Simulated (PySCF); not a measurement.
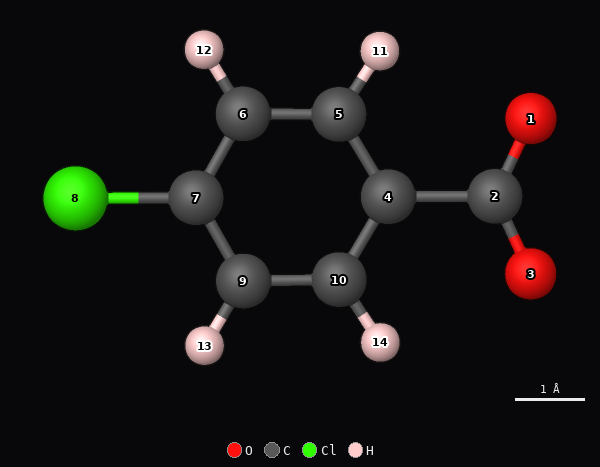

Figure 1. The input geometry (ball-and-stick view, seen on its broad side; atoms are numbered from 1 in the order of the input). Bond lengths as drawn: C–C 1.39 to 1.55 Å, C–Cl 1.75 Å, C–H 1.09 Å and C–O 1.24 Å.

# C7H4ClO2 (charge −1): excited-state calculation

- system: C7H4ClO2, charge −1, SMILES O=C([O-])c1ccc(Cl)cc1
- method: TDDFT CAM-B3LYP/def2-SVPD, vertical, IEF-PCM tetrahydrofuran (non-equilibrium linear response), core orbitals frozen in the response (PySCF 2.14.0)

The geometry comes from this level: PBE0-D3(BJ)/def2-SVP. It belongs to a series of runs on one base structure; here: solvent tetrahydrofuran.

## Input file
```
{"job": {"kind": "uv", "xc": "CAM-B3LYP", "basis": "def2-SVPD", "solvent": "tetrahydrofuran", "nstates": 6, "ntriplets": 0}, "charge": -1, "multiplicity": 1}
O     -1.514371     1.051946     0.207376
C     -0.941137    -0.040204     0.041892
O     -1.406058    -1.190671    -0.055235
C      0.605429     0.045148    -0.057033
C      1.262030     1.272428     0.056376
C      2.650952     1.360615    -0.025139
C      3.386626     0.193607    -0.226415
Cl     5.133404     0.286882    -0.331451
C      2.758935    -1.045772    -0.345479
C      1.369006    -1.106583    -0.258192
H      0.627081     2.149237     0.211930
H      3.171557     2.317225     0.064611
H      3.362927    -1.942760    -0.502841
H      0.815676    -2.046293    -0.340451
```

The first line tells a small driver script what to run in PySCF; the rest is the geometry in Å.

Command:
```bash
OMP_NUM_THREADS=1 python <driver script> task.json out
```

## What the program printed
```
coarse grid: 13880 points
cycle   1  E = -878.9776656710  dE =  1.858e+00  |g| = 1.090e+00  |ddm| = 1.201e+01
cycle   2  E = -878.8003549421  dE =  1.773e-01  |g| = 1.519e+00  |ddm| = 6.798e+00
cycle   3  E = -879.2216664912  dE = -4.213e-01  |g| = 5.909e-02  |ddm| = 3.443e+00
cycle   4  E = -879.2222600018  dE = -5.935e-04  |g| = 4.397e-02  |ddm| = 4.300e-01
cycle   5  E = -879.2227479003  dE = -4.879e-04  |g| = 1.218e-02  |ddm| = 2.039e-01
cycle   6  E = -879.2227870296  dE = -3.913e-05  |g| = 3.403e-03  |ddm| = 5.879e-02
cycle   7  E = -879.2227910021  dE = -3.972e-06  |g| = 1.142e-03  |ddm| = 1.461e-02
final grid: 134112 points
cycle   8  E = -879.3619900363  dE = -3.405e-05  |g| = 3.385e-03  |ddm| = 1.988e-01
cycle   9  E = -879.3619901936  dE = -1.573e-07  |g| = 3.430e-03  |ddm| = 2.702e-02
cycle  10  E = -879.3619931413  dE = -2.948e-06  |g| = 4.175e-04  |ddm| = 1.187e-02
cycle  11  E = -879.3619931763  dE = -3.496e-08  |g| = 2.336e-04  |ddm| = 2.254e-03
cycle  12  E = -879.3619931888  dE = -1.256e-08  |g| = 7.054e-05  |ddm| = 7.435e-04
cycle  13  E = -879.3619931899  dE = -1.023e-09  |g| = 1.992e-05  |ddm| = 1.960e-04
cycle  14  E = -879.3619931900  dE = -1.605e-10  |g| = 6.923e-06  |ddm| = 1.182e-04
```

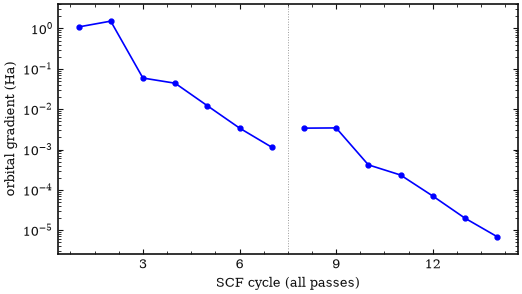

Figure 2. Convergence of the self-consistent field: orbital gradient against the SCF cycle. The dotted line marks the change from a coarse to the final integration grid. The first 7 cycles use a coarse grid, the final grid takes over at cycle 8, and the field converges after 14 cycles in all.

```
converged SCF energy = -879.3619931900

Static polarisability (au): isotropic 141.726, principal 82.658 149.983 192.537

Singlet excitations
state   eV       nm        f      main configurations
  1   5.1003    243.1   0.00001   H-2->L 0.89
  2   5.1465    240.9   0.00015   H->L 0.50, H-1->L 0.35
  3   5.2490    236.2   0.00000   H-1->L+1 0.30, H-4->L 0.29, H->L+1 0.24
  4   5.6521    219.4   0.29885   H-1->L 0.50, H->L 0.36
  5   5.9871    207.1   0.00013   H-2->L+1 0.98
  6   6.1145    202.8   0.00048   H-3->L 0.77, H-4->L 0.08
```

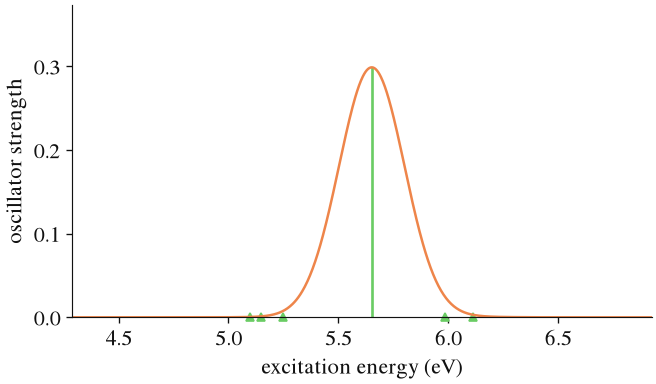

Figure 3. Computed excitations as sticks (degenerate states added up, dark ones marked on the axis), with a Gaussian envelope of 0.35 eV full width at half maximum, scaled to the tallest. Of the 6 states the lowest lies at 5.10 eV (f = 0.000); the strongest line is at 5.65 eV, or 219 nm (f = 0.299).

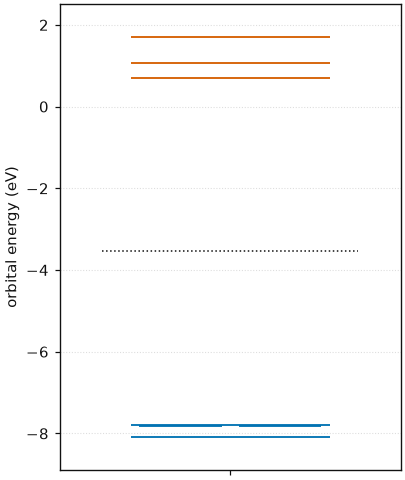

Figure 4. Orbital energies near the frontier; the dotted line parts filled from empty levels, and levels within 0.02 eV of each other stand side by side. Highest filled −7.80 eV, lowest empty 0.71 eV, 8.51 eV apart.

## Key numbers

- outcome: converged
- total energy: −879.361993 hartree
- HOMO: −7.80 eV
- LUMO: 0.71 eV
- mean polarisability: 141.73 a.u.
- lowest excitation: 5.10 eV
- hardware: 1 CPU thread, shared host
- wall time: 1.8 min
- peak memory: 1.2 GiB
